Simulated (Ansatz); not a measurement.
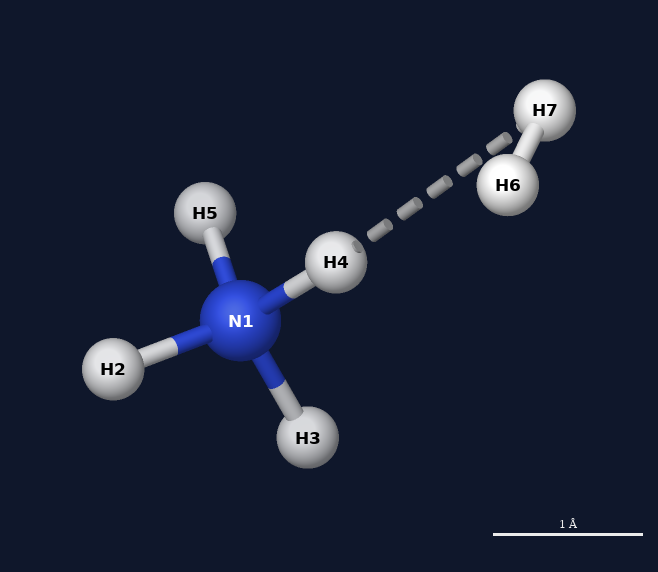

Two molecules or ions; the broken line marks their closest contact (measured against van der Waals radii). State: charge +1, singlet. Geometry: a pair of rigid molecules at a changed separation. Program: Ansatz 0.2.0.

> Which two species are they?

NH4 and H2 (`[H][H].[NH4+]`).

> How long is the contact?

H4···H7 is 2.08 Å.

Give the counterpoise-corrected interaction energy (kcal/mol, monomers kept as in the pair) with RHF-CCSD(T) (frozen core)/def2-TZVPPD; PBE-D4/def2-TZVPPD; B3LYP-D4/def2-TZVPPD; r2SCAN-D4/def2-TZVPPD; ωB97M-V/def2-TZVPPD; PBE0-D4/def2-TZVPPD.

```tsv
level	interaction energy (kcal/mol)
RHF-CCSD(T) (frozen core)/def2-TZVPPD	−2.4
PBE-D4/def2-TZVPPD	−3.2
B3LYP-D4/def2-TZVPPD	−2.7
r2SCAN-D4/def2-TZVPPD	−2.4
ωB97M-V/def2-TZVPPD	−2.6
PBE0-D4/def2-TZVPPD	−3.0
```
